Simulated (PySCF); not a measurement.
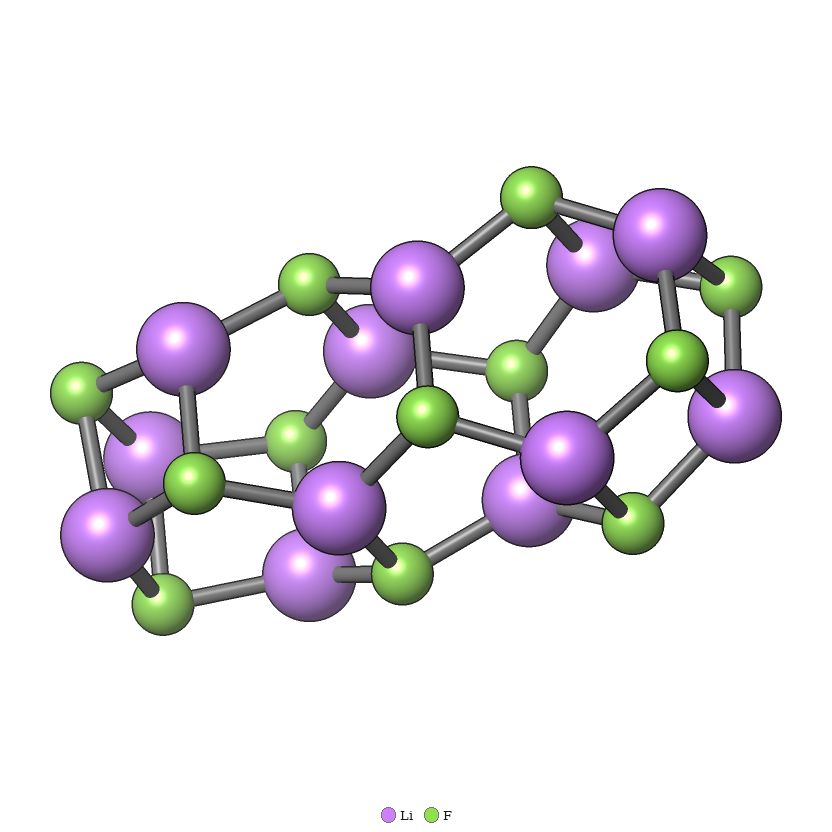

The geometry was computed by an optimisation with GFN2-xTB. No frequency run is at hand to confirm it as a minimum. Method: ωB97X-D/6-31G*, gas phase (PySCF 2.14.0). Excitations: vertical, Tamm–Dancoff approximation.

What does the calculation give?

The species is Li12F12.
- dipole moment: 0.10 D
- HOMO energy (Kohn–Sham orbital): −11.62 eV
- LUMO energy (Kohn–Sham orbital): 1.07 eV
- HOMO–LUMO gap: 12.69 eV
- mean static polarisability: 70.8 bohr³
- lowest vertical singlet excitation: 8.79 eV
- its oscillator strength: 0.048
- brightest of the 5 lowest singlets: 9.04 eV
- its oscillator strength: 0.05

The geometry is semi-empirical. Around Li such bond lengths and angles can be off by a tenth of an ångström or more and by several degrees, and values that hang on the shape move with them.
